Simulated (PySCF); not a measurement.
**C₅H₇ClN₂Si (SMILES C=Cc1nccn1[SiH2]Cl): density, localisation and related maps**

The calculation's input:

```
{"job": {"kind": "uv", "xc": "CAM-B3LYP", "basis": "def2-SVPD", "nstates": 8, "ntriplets": 3}, "charge": 0, "multiplicity": 1}
C      2.621023    -0.928747    -0.635043
C      1.321077    -0.948007    -0.358224
C      0.574624     0.241309    -0.040993
N      1.080149     1.442670     0.064512
C      0.047151     2.265847     0.374526
C     -1.106712     1.549836     0.456452
N     -0.789001     0.236752     0.191632
Si    -1.883074    -1.127525     0.132768
Cl    -3.727869    -0.441283     0.496013
H      3.166645    -1.826396    -0.867974
H      3.161502     0.001517    -0.630938
H      0.759011    -1.872601    -0.357645
H      0.203008     3.316588     0.517707
H     -2.110270     1.849926     0.675181
H     -1.497251    -2.063146     1.183997
H     -1.827612    -1.687796    -1.213382
```

Run with:

```sh
OMP_NUM_THREADS=1 python probes_run.py task.json out
```

Geometry: GFN2-xTB.

Theory: PySCF, CAM-B3LYP/def2-SVPD, SCF density, gas phase.

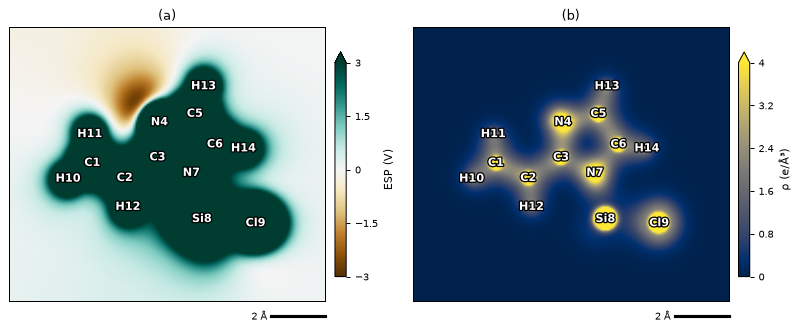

Figure 1. (a) molecular electrostatic potential; (b) total electron density on the plane of atoms C6, C5 and H13.

> Describe what can be read from this map.

- Atoms in the plane: C, N, Si, Cl and H.
- C–N (1.31 Å): the density is about 2.6 e/Å³ at the midpoint.
- C–C (1.33 Å): the density is about 2.3 e/Å³ at the midpoint.
- Si–N (1.75 Å): ρ at the midpoint is about 1.1 e/Å³.
- Si–Cl (2.00 Å): ρ is about 0.96 e/Å³ halfway.
- C–H (1.07 Å): ρ is about 2.1 e/Å³ halfway.
- Outside the dense part of the molecule the potential is most negative (−2.7 V) near N4.

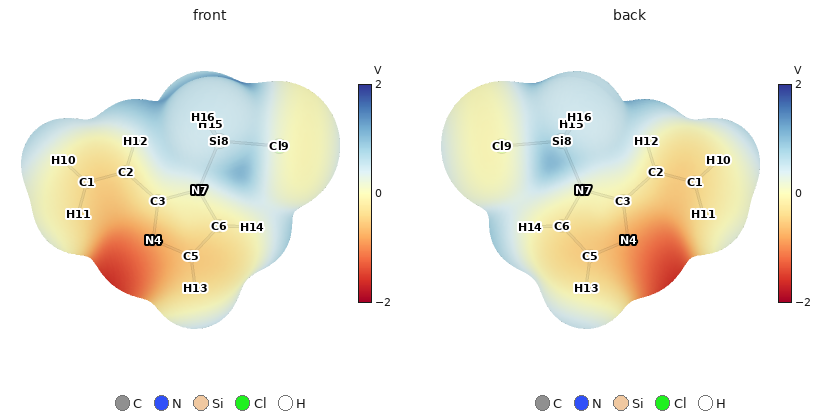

Figure 2. The molecular electrostatic potential painted on the density surface at 0.001 e/bohr³, seen from the front and from behind; the colour scale runs from red (negative) to blue (positive).

> Which sites attract a positive test charge, and which a negative one?

A positive charge is drawn to the negative regions and a negative charge to the positive ones. The most negative region (about −1.6 V, or −37 kcal/mol for a unit charge) lies over N4, the most positive (about +1.4 V, or +32 kcal/mol for a unit charge) over Si8. N4 is the likeliest acceptor of a hydrogen bond.

> How polar is the molecule by this calculation?

Its dipole moment is 2.53 D.
